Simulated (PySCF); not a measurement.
# PH3S (SMILES [PH3]=S) at PBE/STO-6G

Aim: the vertical singlet–triplet gap of PH3S at PBE/STO-6G, from 2 runs. The job is set up through a Python script.

Program for the calculation: PySCF 2.14.0.

11 further runs of the same task are left out: 1 that didn't finish, 10 set aside as unsound or not needed.

## Step 1: The system as given

The species is PH3S (5 atoms), meant as a singlet with charge 0. As SMILES, `[PH3]=S`. The coordinates come from a GFN2-xTB relaxation.

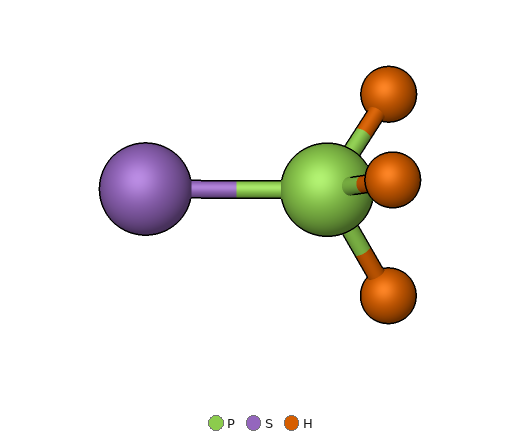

Viewed from a chosen angle; phosphorus green, sulfur purple, hydrogen orange.

## Step 2: A single-point energy at PBE/STO-6G

job.py

```python
from pyscf import gto, dft

system = gto.M(
    atom='''
P      0.007920    -0.006600     0.007660
S      1.261690    -0.941140     1.111260
H     -1.166840     0.461930     0.594540
H     -0.532470    -0.676580    -1.089190
H      0.429710     1.162380    -0.624270
''',
    basis='sto-6g',
    spin=0,
    verbose=4,
    max_memory=1860,
)

mf = dft.RKS(system, xc='pbe')
mf.conv_tol = 1e-10
mf.grids.level = 5
mf.kernel()
if not mf.converged:
    mf = mf.newton().run(mf.mo_coeff, mf.mo_occ)

etot = mf.e_tot
print('E = %.10f Eh' % etot)
```

On the command line:

```bash
$ OMP_NUM_THREADS=1 python job.py
```

Standard output:

```text
PySCF version 2.14.0

[INPUT] num. atoms = 5
[INPUT] num. electrons = 34
[INPUT] charge = 0
[INPUT] spin (= nelec alpha-beta = 2S) = 0
[INPUT] symmetry False subgroup None
[INPUT] Mole.unit = angstrom
[INPUT] Symbol           X                Y                Z      unit          X                Y                Z       unit  Magmom
[INPUT]  1 P      0.007920000000  -0.006600000000   0.007660000000 AA    0.014966630907  -0.012472192422   0.014475302114 Bohr   0.0
[INPUT]  2 S      1.261690000000  -0.941140000000   1.111260000000 AA    2.384248554102  -1.778496844873   2.099977053184 Bohr   0.0
[INPUT]  3 H     -1.166840000000   0.461930000000   0.594540000000 AA   -2.205008031187   0.872921188720   1.123517770099 Bohr   0.0
[INPUT]  4 H     -0.532470000000  -0.676580000000  -1.089190000000 AA   -1.006222469547  -1.278550901358  -2.058270797615 Bohr   0.0
[INPUT]  5 H      0.429710000000   1.162380000000  -0.624270000000 AA    0.812034212987   2.196579852672  -1.179699327782 Bohr   0.0

nuclear repulsion = 93.0892713525014
number of shells = 13
number of NR pGTOs = 126
number of NR cGTOs = 21
basis = sto-6g
ecp = {}

******** <class 'pyscf.dft.rks.RKS'> ********
method = RKS
initial guess = minao
damping factor = 0
level_shift factor = 0
DIIS = <class 'pyscf.scf.diis.CDIIS'>
diis_start_cycle = 1
diis_space = 8
diis_damp = 0
SCF conv_tol = 1e-10
SCF conv_tol_grad = None
SCF max_cycles = 50
direct_scf = True
direct_scf_tol = 1e-13
XC library pyscf.dft.libxc version 7.0.0
    S. Lehtola, C. Steigemann, M. J.T. Oliveira, and M. A.L. Marques.,  SoftwareX 7, 1–5 (2018)
XC functionals = pbe
    J. P. Perdew, K. Burke, and M. Ernzerhof.,  Phys. Rev. Lett. 77, 3865 (1996)
    J. P. Perdew, K. Burke, and M. Ernzerhof.,  Phys. Rev. Lett. 78, 1396 (1997)
    J. P. Perdew, K. Burke, and M. Ernzerhof.,  Phys. Rev. Lett. 77, 3865 (1996)
    J. P. Perdew, K. Burke, and M. Ernzerhof.,  Phys. Rev. Lett. 78, 1396 (1997)
radial grids:
    Treutler-Ahlrichs [JCP 102, 346 (1995); DOI:10.1063/1.469408] (M4) radial grids

becke partition: Becke, JCP 88, 2547 (1988); DOI:10.1063/1.454033
pruning grids: <function nwchem_prune>
grids dens level: 5
symmetrized grids: False
atomic radii adjust function: <function treutler_atomic_radii_adjust>
small_rho_cutoff = 0
Set gradient conv threshold to 1e-05
Initial guess from minao.
tot grids = 157256
init E= -738.311159670204
  HOMO = -0.241509383166111  LUMO = 0.078281917921858  gap/eV = 8.70196
cycle= 1 E= -738.156869508958  delta_E= 0.154  |g|= 0.471  |ddm|= 2.64
  HOMO = 0.0301918757605039  LUMO = 0.147114389796921  gap/eV = 3.18162
cycle= 2 E= -736.355233333244  delta_E=  1.8  |g|= 2.17  |ddm|=  5.5
  HOMO = -0.0229361019647206  LUMO = 0.189272012392233  gap/eV = 5.77448
cycle= 3 E= -738.273409425613  delta_E= -1.92  |g|= 0.145  |ddm|= 4.33
  HOMO = -0.015467716593369  LUMO = 0.197550406726307  gap/eV = 5.79652
cycle= 4 E= -738.280196714219  delta_E= -0.00679  |g|= 0.0565  |ddm|= 0.283
  HOMO = -0.0251682302370777  LUMO = 0.192627032176433  gap/eV = 5.92651
cycle= 5 E= -738.281918636431  delta_E= -0.00172  |g|= 0.0085  |ddm|= 0.137
  HOMO = -0.0261211081541765  LUMO = 0.192459545525049  gap/eV = 5.94788
cycle= 6 E= -738.281949985945  delta_E= -3.13e-05  |g|= 0.00276  |ddm|= 0.0149
  HOMO = -0.0264383325024629  LUMO = 0.192441126232262  gap/eV = 5.95601
cycle= 7 E= -738.281953849794  delta_E= -3.86e-06  |g|= 4.42e-05  |ddm|= 0.00728
  HOMO = -0.0264411992900183  LUMO = 0.192442453032796  gap/eV = 5.95613
cycle= 8 E= -738.281953850644  delta_E= -8.5e-10  |g|= 4.13e-06  |ddm|= 0.000103
  HOMO = -0.0264412741820508  LUMO = 0.19244247517028  gap/eV = 5.95613
cycle= 9 E= -738.281953850654  delta_E= -9.44e-12  |g|= 2.92e-07  |ddm|= 1.39e-05
  HOMO = -0.0264413188951553  LUMO = 0.192442489385001  gap/eV = 5.95613
Extra cycle  E= -738.281953850653  delta_E= 2.27e-13  |g|= 3.72e-07  |ddm|= 1.78e-06
converged SCF energy = -738.281953850653
E = -738.2819538507 Eh
```

Run time: 3 s. Hardware: 1 thread of Arm Neoverse V2, shared host; peak memory 0.2 GiB.

## Step 3: The triplet

calc.py

```python
from pyscf import gto, dft

mol = gto.M(
    atom='''
P        0.007920      -0.006600       0.007660
S        1.261690      -0.941140       1.111260
H       -1.166840       0.461930       0.594540
H       -0.532470      -0.676580      -1.089190
H        0.429710       1.162380      -0.624270
''',
    verbose=4,
    max_memory=1860,
    spin=2,
    basis='sto-6g',
)

mf = dft.UKS(mol, xc='pbe')
mf.grids.level = 5
mf.conv_tol = 1e-10
mf.kernel()
if not mf.converged:
    mf = mf.newton().run(mf.mo_coeff, mf.mo_occ)

energy = mf.e_tot
print('Final energy', energy)
```

On the command line:

```bash
$ OMP_NUM_THREADS=1 python calc.py
```

Standard output:

```text
PySCF version 2.14.0

[INPUT] num. atoms = 5
[INPUT] num. electrons = 34
[INPUT] charge = 0
[INPUT] spin (= nelec alpha-beta = 2S) = 2
[INPUT] symmetry False subgroup None
[INPUT] Mole.unit = angstrom
[INPUT] Symbol           X                Y                Z      unit          X                Y                Z       unit  Magmom
[INPUT]  1 P      0.007920000000  -0.006600000000   0.007660000000 AA    0.014966630907  -0.012472192422   0.014475302114 Bohr   0.0
[INPUT]  2 S      1.261690000000  -0.941140000000   1.111260000000 AA    2.384248554102  -1.778496844873   2.099977053184 Bohr   0.0
[INPUT]  3 H     -1.166840000000   0.461930000000   0.594540000000 AA   -2.205008031187   0.872921188720   1.123517770099 Bohr   0.0
[INPUT]  4 H     -0.532470000000  -0.676580000000  -1.089190000000 AA   -1.006222469547  -1.278550901358  -2.058270797615 Bohr   0.0
[INPUT]  5 H      0.429710000000   1.162380000000  -0.624270000000 AA    0.812034212987   2.196579852672  -1.179699327782 Bohr   0.0

nuclear repulsion = 93.0892713525014
number of shells = 13
number of NR pGTOs = 126
number of NR cGTOs = 21
basis = sto-6g
ecp = {}

[... 36 lines left out ...]
[... the frontier-level lines of each cycle are left out ...]
[... 6 lines left out ...]
[... 7 lines left out ...]
[... 11 lines left out ...]
[... 11 lines left out ...]
[... 11 lines left out ...]
[... 11 lines left out ...]
[... 11 lines left out ...]
[... 11 lines left out ...]
[... 11 lines left out ...]
[... 5 lines left out ...]

cycle= 18 E= -738.065597029546  delta_E= -8.83e-08  |g|= 5.45e-05  |ddm|= 0.032


cycle= 19 E= -738.065597038756  delta_E= -9.21e-09  |g|= 3.82e-06  |ddm|= 0.000777


cycle= 20 E= -738.065597039483  delta_E= -7.27e-10  |g|= 7.07e-06  |ddm|= 0.00528


cycle= 21 E= -738.065597039646  delta_E= -1.63e-10  |g|= 2.14e-06  |ddm|= 0.000179


cycle= 22 E= -738.065597039734  delta_E= -8.73e-11  |g|= 1.05e-06  |ddm|= 0.00129


Extra cycle  E= -738.065597039729  delta_E= 5e-12  |g|= 1.82e-06  |ddm|= 3.43e-05
converged SCF energy = -738.065597039729  <S^2> = 2.0009711  2S+1 = 3.0006473
Final energy -738.0655970397287
```

Wall time 8.4 s (1 thread of Arm Neoverse V2, shared host); peak memory 0.21 GiB.

## Step 4: Outcome

At PBE/STO-6G:

| quantity | value |
| --- | --- |
| singlet: total energy | -738.28195 Eh |
| singlet: dipole moment | 3.27 D |
| singlet: HOMO energy | -0.72 eV |
| singlet: LUMO energy | 5.24 eV |
| singlet: HOMO–LUMO gap | 5.96 eV |
| triplet: total energy | -738.06560 Eh |
| triplet: dipole moment | 1.58 D |
| triplet: ⟨S²⟩ | 2.001 |
| vertical energy of the triplet above the singlet | 5.887 eV |

**Reading.** At this shape the triplet lies 5.89 eV (568 kJ/mol) above the singlet. In a minimal basis such a difference can be off by several eV, whatever the method.
